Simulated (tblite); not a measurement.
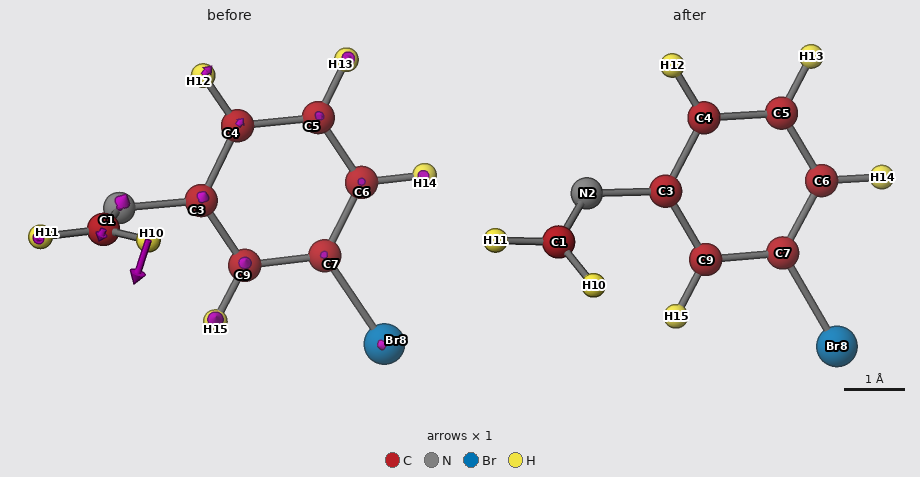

The structure of C7H6BrN before (left) and after (right) a relaxation, at one scale. The purple arrows give the displacements, at their true length.

A ball-and-stick model, seen at a tilt.

Computed with GFN2-xTB geometry optimisation, gas phase in tblite 0.8.0. 

Summarise the run.

The atom that moves furthest after the best rigid fit is H10 (0.86 Å). Largest moves by element: H 0.86 Å, N 0.40 Å, C 0.27 Å, Br 0.19 Å. Near-neighbour distances that change, for instance: C1–N2 1.289 → 1.254 Å, N2–C3 1.415 → 1.381 Å, C1–H11 1.112 → 1.081 Å, C4–C5 1.397 → 1.380 Å. Bond angles that change, for instance: C1–N2–C3 114.9° → 124.1°. Groups turn about N2–C3 by about 40°. The energy falls by 19.6 kJ/mol in 88 geometry steps. Cost: 0.65 s on 1 thread of Arm Neoverse V1 (shared host).
